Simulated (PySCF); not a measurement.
# C₂H₅GaS₂Si: electronic excitations

What electronic excitations should C₂H₅GaS₂Si (`C1=C[S][GaH][S][SiH2]1`) show?

Programs: PySCF 2.14.0, with density-fitted response routines of our own. Each step states its level of theory. These are calculated values for one molecule in the gas phase, unless marked as measured. Atoms count from 0, in the outputs and in this text.

**1. The molecule as given**

11 atoms, charge 0, multiplicity 1; geometry from: GFN2-xTB.

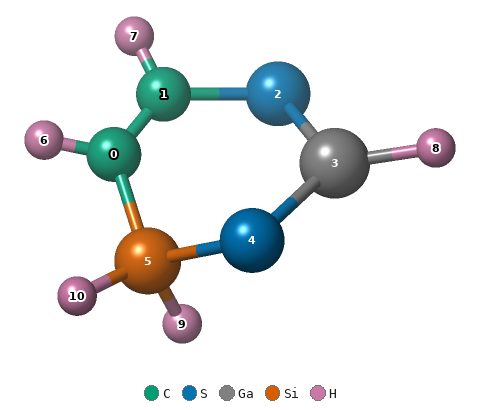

The starting geometry (carbon teal, sulfur blue, gallium grey, silicon orange, hydrogen pink), atoms numbered.

**2. Excited states and response: CAM-B3LYP/def2-SVPD**

Job settings and geometry (Å):

```
{"job": {"kind": "uv", "xc": "CAM-B3LYP", "basis": "def2-SVPD", "nstates": 8, "ntriplets": 3}, "charge": 0, "multiplicity": 1}
C     -0.984741     0.554934     0.749140
C     -0.312057     1.616709     0.303113
S      0.874024     1.728115    -0.999358
Ga     1.949160    -0.254494    -0.940221
S      1.161531    -1.983116     0.189609
Si    -0.900808    -1.232372     0.170622
H     -1.683256     0.752342     1.553711
H     -0.483180     2.600238     0.721843
H      3.325288    -0.276222    -1.696545
H     -1.392651    -1.385519    -1.206390
H     -1.547886    -2.117945     1.128512
```

Method: TDDFT CAM-B3LYP/def2-SVPD, vertical, gas phase, core orbitals frozen in the response.

On the command line:

```
$ OMP_NUM_THREADS=1 python probes_run.py task.json out
```

This one command runs all jobs of the session in turn.

What it wrote:

```text
coarse grid: 49184 points
cycle   1  E = -3089.4077451864  dE =  1.389e-01  |g| = 6.132e-01  |ddm| = 4.577e+00
cycle   2  E = -3089.4062933920  dE =  1.452e-03  |g| = 7.041e-01  |ddm| = 1.729e+00
cycle   3  E = -3089.4851979880  dE = -7.890e-02  |g| = 4.469e-02  |ddm| = 8.916e-01
cycle   4  E = -3089.4856928394  dE = -4.949e-04  |g| = 2.076e-02  |ddm| = 1.205e-01
cycle   5  E = -3089.4858370694  dE = -1.442e-04  |g| = 4.997e-03  |ddm| = 5.907e-02
cycle   6  E = -3089.4858445266  dE = -7.457e-06  |g| = 2.984e-03  |ddm| = 1.271e-02
final grid: 97984 points
cycle   7  E = -3089.4858314182  dE =  1.280e-06  |g| = 3.913e-03  |ddm| = 9.710e-03
cycle   8  E = -3089.4858277421  dE =  3.676e-06  |g| = 5.553e-03  |ddm| = 1.184e-02
cycle   9  E = -3089.4858353347  dE = -7.593e-06  |g| = 9.743e-05  |ddm| = 6.947e-03
cycle  10  E = -3089.4858353408  dE = -6.095e-09  |g| = 6.907e-05  |ddm| = 3.080e-04
cycle  11  E = -3089.4858353429  dE = -2.089e-09  |g| = 2.022e-05  |ddm| = 2.123e-04
cycle  12  E = -3089.4858353430  dE = -9.777e-11  |g| = 3.231e-06  |ddm| = 3.948e-05
converged SCF energy = -3089.4858353430

Static polarisability (au): isotropic 116.360, principal 84.938 126.081 138.061

Singlet excitations
state   eV       nm        f      main configurations
  1   4.6558    266.3   0.03226   H->L 0.90
  2   5.0665    244.7   0.02200   H->L+1 0.79
  3   5.2518    236.1   0.03110   H-1->L 0.83
  4   5.5409    223.8   0.02675   H-1->L+1 0.81
  5   5.5658    222.8   0.03087   H->L+2 0.75
  6   5.6889    217.9   0.02353   H-2->L 0.81
  7   6.0278    205.7   0.00283   H-1->L+2 0.64
  8   6.1608    201.2   0.00782   H-3->L 0.74, H-2->L+1 0.10

Triplet excitations (Tamm-Dancoff, eV): 3.6308 4.4333 4.6929
```

It took 82 s on 1 thread of Arm Neoverse N1, shared host; peak memory 0.92 GiB.

The orbitals next to the gap, with their largest atomic shares:

```tsv
orbital	eV	atoms
HOMO−3	-10.20	S4 29 %, Ga3 24 %, H8 20 %
HOMO−2	-9.52	S2 42 %, S4 24 %, Ga3 13 %
HOMO−1	-8.87	S4 69 %, Ga3 9 %, Si5 8 %
HOMO	-8.24	S2 45 %, C0 21 %, C1 17 %
LUMO	-0.62	Ga3 45 %, S4 16 %, S2 14 %
LUMO+1	-0.18	Ga3 20 %, S4 16 %, S2 14 %
LUMO+2	0.39	S2 22 %, Ga3 19 %, S4 16 %
```

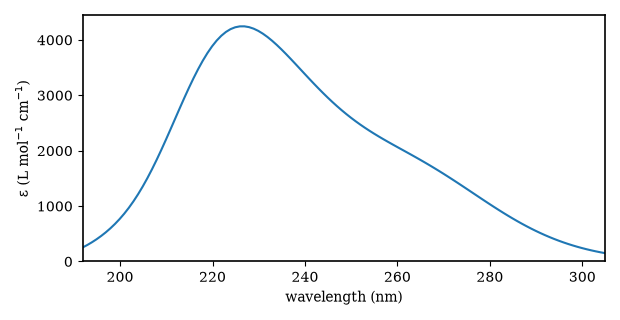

Absorption spectrum: each of the 8 states is a Gaussian band of 0.4 eV half-width at 1/e. Beyond the last state computed it falls off for lack of states.

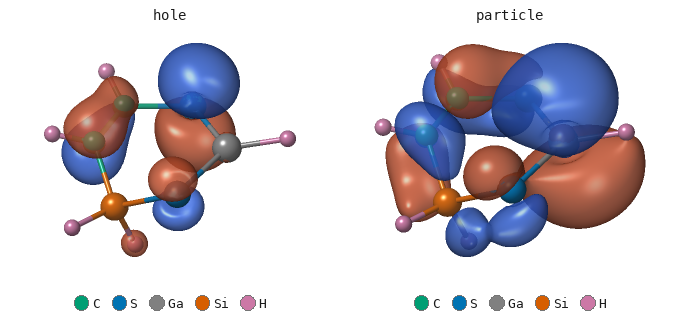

Leading natural transition orbitals of singlet state 1: the electron leaves the hole (left) for the particle orbital (right).

Further results of this job:

```tsv
property	computed
dipole moment (D)	1.17
polarisability (Å³)	17.24
HOMO–LUMO gap (eV)	7.62
−ε(HOMO) (eV)	8.24
```

The fields below are evaluated on a grid from the run's orbitals.

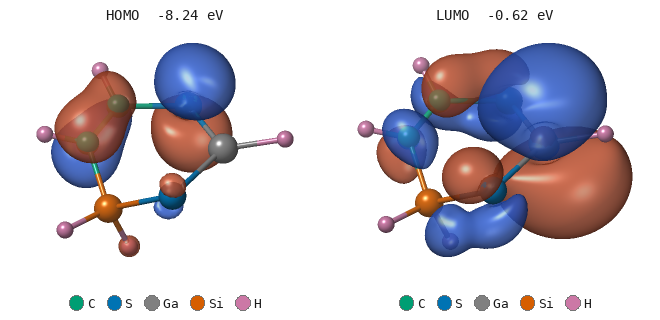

CAM-B3LYP/def2-SVPD orbitals near the gap, drawn at the value that encloses 70 % of each; the two colours are the two signs.

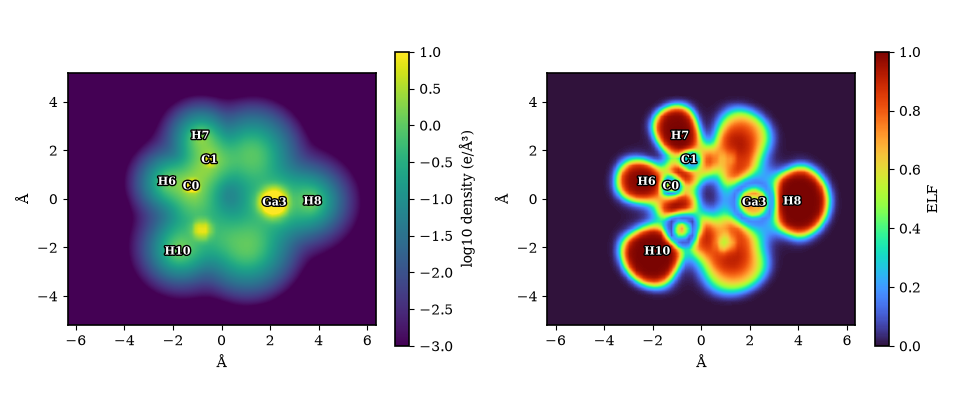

Density (left) and ELF (right) in a plane through or near 7 of the atoms.

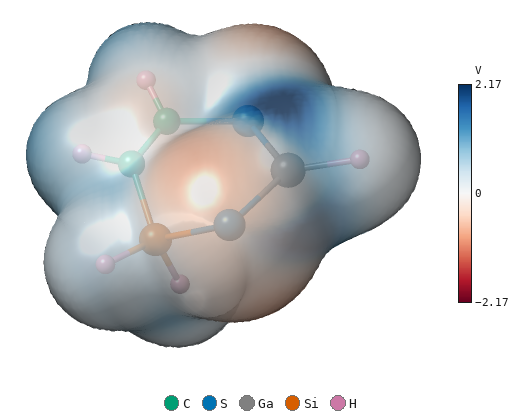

Electrostatic potential on the surface of density 0.002 e/bohr³; red is low, blue high. It runs from -0.67 V near S4 to 2.17 V near Ga3.

**3. Results**

| quantity | value |
| --- | --- |
| lowest singlet (CAM-B3LYP/def2-SVPD) | 4.66 eV (266 nm), f = 0.032 |
| lowest triplet | 3.63 eV |
| surface potential, least and greatest | -0.67 V and 2.17 V |

The lowest singlet, at 4.66 eV, is HOMO→LUMO 0.90 and is weak; of the 8 states computed, the strongest absorption comes from states 4 to 5 together at 5.57 eV. The lowest triplet lies 1.03 eV below the lowest singlet (triplets in Tamm-Dancoff, singlets in full TDDFT). At CAM-B3LYP/def2-SVPD, counted by nearest atom on the grid, the HOMO lies on S2 51 %; C0 23 %, the LUMO on Ga3 46 %; H8 18 %.
